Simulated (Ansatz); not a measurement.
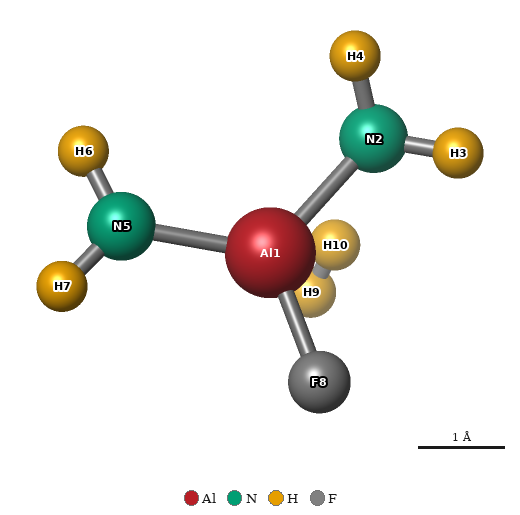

Figure 1. The input geometry (ball-and-stick view, seen at a tilt; atoms are numbered from 1 in the order of the input). Sticks mark near contacts. Bond lengths as drawn: Al–F 1.67 Å, Al–N 1.78 to 1.87 Å, H–H 0.72 Å and H–N 1.02 Å.

## AlN$_{2}$H$_{6}$F: geometry relaxation (part 1 of 2)

- system: AlN$_{2}$H$_{6}$F
- method: RKS PBE-D4/6-31G* (Ansatz 0.2.0)

It belongs to a series of runs on one base structure; here: end point A relaxed. Figures and captions count atoms from 1; the log counts them from 0 in places.

What the program printed:
```
The last accepted step is kept in [file] (removed where the run ends without a failure and the disk answers)
Engine: ansatz 0.2.0, aarch64-unknown-linux-gnu
Functional definition: PBE
  parameter kappa = 0.804
  parameter beta = 0.06672455060314922
  exchange = pbe_x(kappa = kappa, mu = beta*pi^2/3)
  correlation = pbe_c(beta = beta)
968 factors; their error is unknown
mean field evaluation 1: about -12366.2269 eV, gradient 9.5e1 eV
mean field evaluation 2: about -12307.5887 eV, gradient 1.7e2 eV
mean field evaluation 4: about -12382.8310 eV, gradient 2.2e1 eV
mean field evaluation 8: about -12383.5838 eV, gradient 5.7e-2 eV
mean field evaluation 16: about -12383.5519 eV, gradient 6.3e-5 eV
mean field -12383.55185341 eV, -455.0871367400 hartree, gradient 6.3e-5 eV, S^2 0.000000; 0 other end points of the search recorded, 0 dependent functions left out
the calculation of the forces begins
reference -12383.55189884 eV, -455.0871384094 hartree; 21, 21 occupied and 55, 55 virtual orbitals, 968 factors
relax step   1: F+E_penalty+E_count = -12383.70420509 eV  Δ(F+E_penalty+E_count) = +0.000e0 eV  max|allowed force component| = 1.358e0 eV/Å  Δτ_max = 0.0000 Å  (25 SCF iters, accepted)
these checks for a lower state are left out or cut short: starts, cluster_reference, orbital_swaps, neighbouring_geometries, increment
968 factors; their error is unknown
mean field -12383.66113019 eV, -455.0911525875 hartree, gradient 1.1e-5 eV, S^2 0.000000; 0 other end points of the search recorded, 0 dependent functions left out
[... from here on the field's lines of each further geometry are left out, up to the last ...]
relax step   2: F+E_penalty+E_count = -12383.81149558 eV  Δ(F+E_penalty+E_count) = -1.073e-1 eV  max|allowed force component| = 7.749e-1 eV/Å  Δτ_max = 0.1924 Å  (27 SCF iters, accepted)
relax step   3: F+E_penalty+E_count = -12383.83221028 eV  Δ(F+E_penalty+E_count) = -2.071e-2 eV  max|allowed force component| = 2.183e-1 eV/Å  Δτ_max = 0.1090 Å  (28 SCF iters, accepted)
relax step   4: F+E_penalty+E_count = -12383.83910703 eV  Δ(F+E_penalty+E_count) = -6.897e-3 eV  max|allowed force component| = 1.418e-1 eV/Å  Δτ_max = 0.0887 Å  (27 SCF iters, accepted)
relax step   5: F+E_penalty+E_count = -12383.84331901 eV  Δ(F+E_penalty+E_count) = -4.212e-3 eV  max|allowed force component| = 2.109e-1 eV/Å  Δτ_max = 0.0613 Å  (28 SCF iters, accepted)
relax step   6: F+E_penalty+E_count = -12383.84666051 eV  Δ(F+E_penalty+E_count) = -3.341e-3 eV  max|allowed force component| = 5.585e-1 eV/Å  Δτ_max = 0.1331 Å  (27 SCF iters, accepted)
relax step   7: F+E_penalty+E_count = -12383.85080718 eV  Δ(F+E_penalty+E_count) = -4.147e-3 eV  max|allowed force component| = 3.907e-1 eV/Å  Δτ_max = 0.0403 Å  (28 SCF iters, accepted)
relax step   8: F+E_penalty+E_count = -12383.85699891 eV  Δ(F+E_penalty+E_count) = -6.192e-3 eV  max|allowed force component| = 2.024e-1 eV/Å  Δτ_max = 0.1188 Å  (28 SCF iters, accepted)
relax step   9: F+E_penalty+E_count = -12383.86184980 eV  Δ(F+E_penalty+E_count) = -4.851e-3 eV  max|allowed force component| = 2.543e-2 eV/Å  Δτ_max = 0.1062 Å  (28 SCF iters, accepted)
relax step  10: F+E_penalty+E_count = -12383.84193212 eV  Δ(F+E_penalty+E_count) = +1.992e-2 eV  max|allowed force component| = 1.015e0 eV/Å  Δτ_max = 0.1990 Å  (27 SCF iters, rejected (line search))
relax step  11: F+E_penalty+E_count = -12383.86367535 eV  Δ(F+E_penalty+E_count) = -1.826e-3 eV  max|allowed force component| = 2.465e-1 eV/Å  Δτ_max = 0.0968 Å  (28 SCF iters, accepted)
relax step  12: F+E_penalty+E_count = -12383.86590716 eV  Δ(F+E_penalty+E_count) = -2.232e-3 eV  max|allowed force component| = 1.209e-1 eV/Å  Δτ_max = 0.0689 Å  (28 SCF iters, accepted)
relax step  13: F+E_penalty+E_count = -12383.86752640 eV  Δ(F+E_penalty+E_count) = -1.619e-3 eV  max|allowed force component| = 1.484e-1 eV/Å  Δτ_max = 0.1283 Å  (28 SCF iters, accepted)
relax step  14: F+E_penalty+E_count = -12383.86834173 eV  Δ(F+E_penalty+E_count) = -8.153e-4 eV  max|allowed force component| = 6.444e-2 eV/Å  Δτ_max = 0.0519 Å  (29 SCF iters, accepted)
relax step  15: F+E_penalty+E_count = -12383.86874800 eV  Δ(F+E_penalty+E_count) = -4.063e-4 eV  max|allowed force component| = 2.381e-2 eV/Å  Δτ_max = 0.0526 Å  (28 SCF iters, accepted)
the calculation of the forces begins
reference -12383.72581292 eV, -455.0935296339 hartree; 21, 21 occupied and 55, 55 virtual orbitals, 968 factors
relax step  16: F+E_penalty+E_count = -12383.86884088 eV  Δ(F+E_penalty+E_count) = -9.288e-5 eV  max|allowed force component| = 1.004e-2 eV/Å  Δτ_max = 0.0403 Å  (29 SCF iters, accepted)
968 factors; their error is unknown
mean field evaluation 128: about -12383.7488 eV, gradient 1.6e0 eV
```

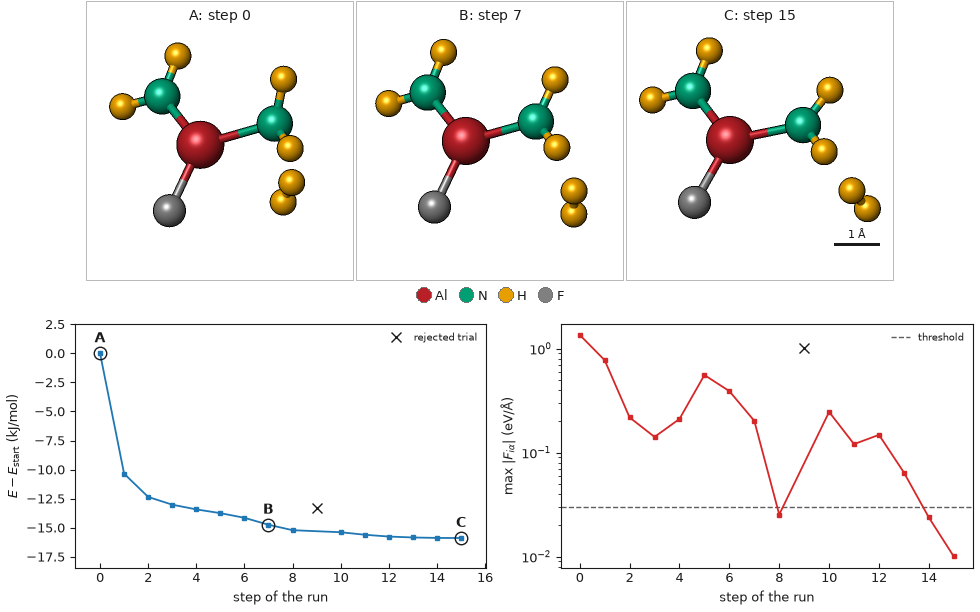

Figure 2. Frames of the relaxation (ball-and-stick view, seen at a tilt) above the curves, on which the letters mark them (the first geometry is step 0 here and step 1 in the log).

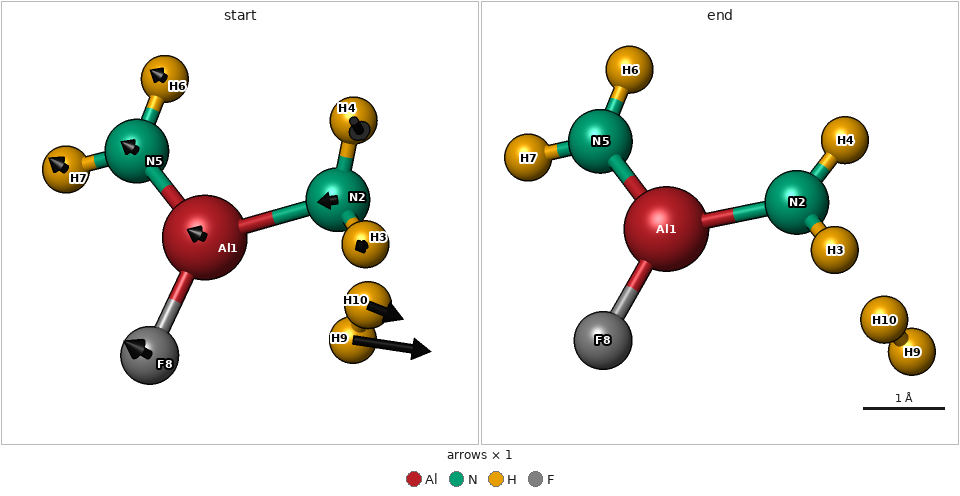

Figure 3. Before (left) and after (right) the relaxation, at one scale (ball-and-stick view, seen at a tilt). The black arrows give the displacements, at true length. After 15 geometry steps the energy has fallen by 15.9 kJ/mol. The largest force component goes from 1.4 to 0.01 eV/Å. The line search rejected the trial step at point 9 (counted from 0) and went back. The largest move after the best rigid fit is that of H9, 1.00 Å. By element the largest moves are H 1.00 Å, F 0.42 Å, Al 0.27 Å, N 0.26 Å. Distances before and after: Al1–N2 1.875 → 1.784 Å, H9–H10 0.717 → 0.755 Å. Among the angles that change: Al1–N2–H4 118.8° → 125.3°, Al1–N2–H3 117.6° → 124.0°. (Atoms are counted from 1 in the order of the input.)

```
mean field -12383.72576672 eV, -455.0935279363 hartree, gradient 9.1e-6 eV, S^2 0.000000; 1 other end points of the search recorded, 0 dependent functions left out
the calculation of the forces begins
reference -12383.72581292 eV, -455.0935296339 hartree; 21, 21 occupied and 55, 55 virtual orbitals, 968 factors
Total energy: -12383.86888707 eV, -455.0987875119 hartree
Atom 0 at     0.174920     0.378356     0.087131 Å, force    -0.007035     0.010037    -0.000887 eV/Å
Atom 1 at     0.136289     0.098348     1.848420 Å, force     0.000564    -0.006752     0.001430 eV/Å
Atom 2 at    -0.719060     0.044614     2.398321 Å, force     0.003027     0.000822    -0.001736 eV/Å
Atom 3 at     0.951342    -0.069822     2.434997 Å, force    -0.003178     0.000299    -0.000901 eV/Å
Atom 4 at     1.691665     0.530484    -0.833432 Å, force    -0.001157    -0.002323    -0.007120 eV/Å
Atom 5 at     2.627924     0.509739    -0.434761 Å, force     0.000628    -0.000680     0.000344 eV/Å
Atom 6 at     1.733935     0.629562    -1.845816 Å, force     0.001886     0.000847     0.005149 eV/Å
Atom 7 at    -1.277753     0.522511    -0.726839 Å, force     0.004839    -0.004975     0.002877 eV/Å
Atom 8 at    -0.110122    -3.232914     1.381904 Å, force    -0.002844     0.004839    -0.000180 eV/Å
Atom 9 at    -0.068239    -2.483178     1.461476 Å, force     0.003269    -0.002114     0.001024 eV/Å
Dipole moment:     0.439113    -0.001034     0.228063 e Å
```

Trajectory as extended XYZ (Å, eV, eV/Å), 16 frames, from step=1 to step=16:
```
10
Properties=species:S:1:pos:R:3:forces:R:3 step=1 energy=-12383.70421
Al    0.1416    0.1247    0.1949    0.0281  -0.0551   1.3580
N     0.1830   -0.0230    2.0633   -0.0096   0.2805  -1.2672
H    -0.6993    0.0896    2.5668    0.0022   0.0130   0.0046
H     0.9232    0.4574    2.5787   -0.0080   0.0059   0.0150
N     1.6384    0.2798   -0.7530    0.0231   0.0111  -0.0465
H     2.5809    0.2801   -0.3675   -0.0154  -0.0094   0.0130
H     1.6676    0.3251   -1.7699   -0.0066   0.0084   0.0048
F    -1.3313    0.0967   -0.5930    0.0104  -0.0208  -0.0118
H    -0.0215   -2.5914    0.6624   -0.2152  -1.1801  -1.2674
H     0.0583   -2.1113    1.1887    0.1910   0.9465   1.1975
10
Properties=species:S:1:pos:R:3:forces:R:3 step=2 energy=-12383.81150
Al    0.1490    0.1845    0.2298    0.0161  -0.1506   0.7513
N     0.1926    0.0701    2.0624   -0.0600   0.1858  -0.7749
H    -0.6901    0.1659    2.5690    0.0460  -0.0136   0.0227
H     0.9298    0.5530    2.5790   -0.0124  -0.0396   0.0281
N     1.6398    0.3009   -0.7349    0.0178   0.0343  -0.0665
H     2.5850    0.2963   -0.3565   -0.0052  -0.0014   0.0082
H     1.6616    0.3160   -1.7535   -0.0053   0.0138   0.0347
F    -1.3224    0.0938   -0.5590    0.0180   0.0176   0.0039
H    -0.0754   -2.7510    0.5694    0.0276   0.0626   0.1186
H     0.0710   -2.3017    1.1659   -0.0427  -0.1089  -0.1262
10
Properties=species:S:1:pos:R:3:forces:R:3 step=3 energy=-12383.83221
Al    0.1616    0.1754    0.2351    0.0110   0.0030   0.1955
N     0.2003    0.0985    2.0388   -0.0635   0.1414  -0.2183
H    -0.6793    0.1937    2.5508    0.0668  -0.0359   0.0271
H     0.9446    0.5685    2.5570   -0.0222  -0.0679   0.0233
N     1.6484    0.3338   -0.7324    0.0031   0.0080  -0.0647
H     2.5945    0.3320   -0.3565   -0.0004  -0.0072   0.0013
H     1.6669    0.3705   -1.7507   -0.0017  -0.0020   0.0457
F    -1.3106    0.0996   -0.5543    0.0163  -0.0288  -0.0034
H    -0.1207   -2.8435    0.5911    0.0496   0.1225   0.2004
H     0.0350   -2.4010    1.1926   -0.0590  -0.1330  -0.2069
10
Properties=species:S:1:pos:R:3:forces:R:3 step=4 energy=-12383.83911
Al    0.1735    0.1982    0.2417   -0.0168  -0.0579  -0.1328
N     0.2116    0.1380    2.0304   -0.0796   0.1418   0.0963
H    -0.6629    0.1985    2.5569    0.1006  -0.0351   0.0000
H     0.9596    0.5906    2.5589   -0.0395  -0.0816   0.0103
N     1.6569    0.3645   -0.7319   -0.0036   0.0151  -0.0554
H     2.6037    0.3752   -0.3577   -0.0025   0.0015  -0.0029
H     1.6734    0.3781   -1.7510   -0.0023   0.0006   0.0559
F    -1.2940    0.0550   -0.5497    0.0424   0.0111   0.0169
H    -0.1626   -2.9210    0.6002    0.0099   0.0455   0.0620
H    -0.0183   -2.4492    1.1736   -0.0086  -0.0409  -0.0503
```
